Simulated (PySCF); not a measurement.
**Ga₃H₉ ((H2Ga-mu-H)3): density, localisation and related maps**

Input file:

```
{"job": {"kind": "uv", "xc": "B3LYP", "basis": "def2-SVPD", "ip": true, "nstates": 15}, "charge": 0, "multiplicity": 1}
Ga    -0.490611     1.639887    -0.410328
H      0.216760     3.008465    -0.175722
H     -1.817760     1.289820    -1.148971
H      0.774143     0.683305    -1.062572
Ga     0.772147    -1.023348    -1.225228
H      2.243434    -1.415886    -0.896261
H     -0.131479    -1.392958    -2.439241
H     -0.209311    -1.425552     0.122158
Ga    -0.250041    -0.640708     1.645008
H     -1.577485    -1.175805     2.261325
H      1.195368    -0.589682     2.225529
H     -0.609694     0.959712     1.155284
```

Run with:

```sh
OMP_NUM_THREADS=1 python probes_run.py task.json out
```

Geometry: PBE0-D3(BJ)/def2-SVP.

Computed with PySCF, B3LYP/def2-SVPD, SCF density, gas phase.

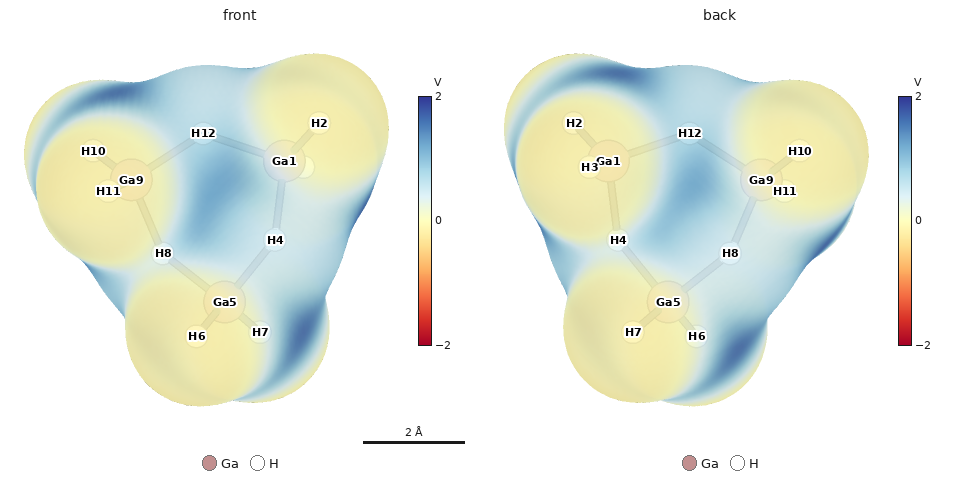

Figure 1. The molecular electrostatic potential painted on the density surface at 0.002 e/bohr³, seen from the front and from behind; the colour scale runs from red (negative) to blue (positive).

> Where is the surface potential most negative and most positive?

The most negative region (about −0.2 V) lies over H3, H6, H7 and H11, the most positive (about +1.6 V) over Ga1, Ga5 and Ga9.

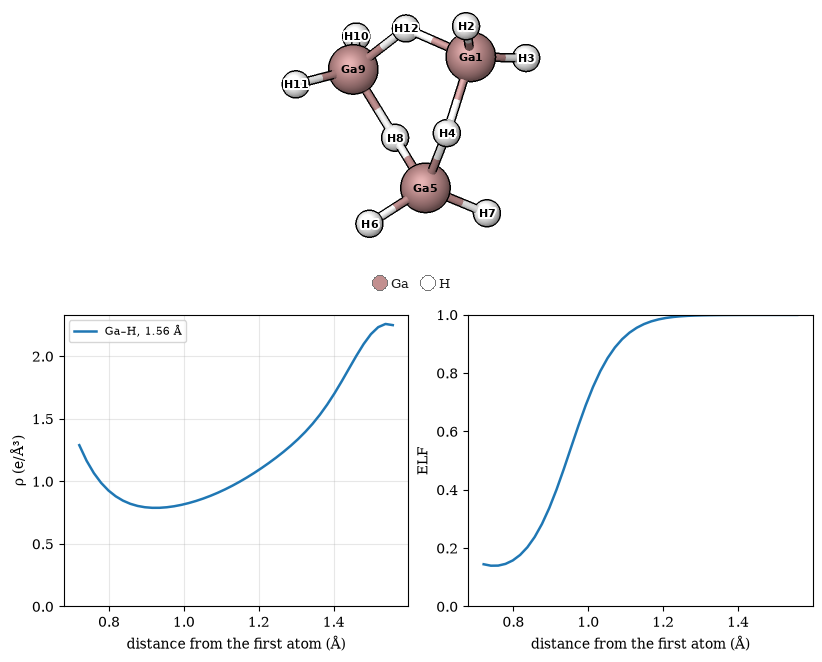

Figure 2. Electron density and electron localisation function along straight lines between neighbouring atoms. The curves leave out the atomic cores. The structure is drawn too.

> What can be read from the curves?

Ga–H (1.56 Å): the density is about 0.99 e/Å³ at the midpoint; the ELF climbs to about 1 towards the hydrogen.
